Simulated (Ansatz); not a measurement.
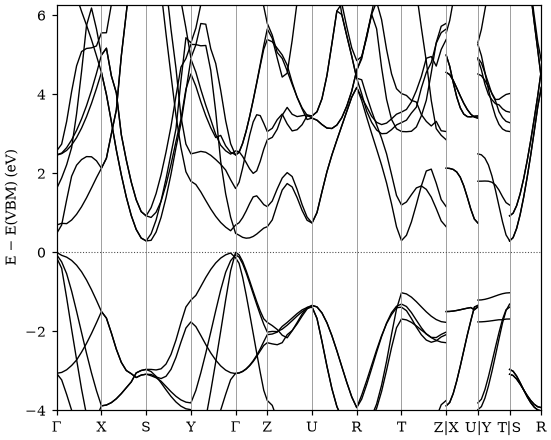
Figure. Band structure from the program Ansatz at the PBEsol level (PAW)

The gap is 0.27 eV; an edge lies off the plotted path or next to a special point (maximum at Γ, minimum on the S–Y line, 5 % of the way from S).

The material is SiGe in space group Pmma (No. 51; Si on 2e, Ge on 2f).

The start of the workflow was typed in or built on a structure type; neither database checked (COD, Materials Project) lists it. Its standing as an ambient phase is unchecked. Symmetry was held in the PBEsol relaxation; of distortions, only those at the zone centre were tested. Spin–orbit coupling is left out wherever it is not named.

Potentials: the later of the program's two PAW sets.
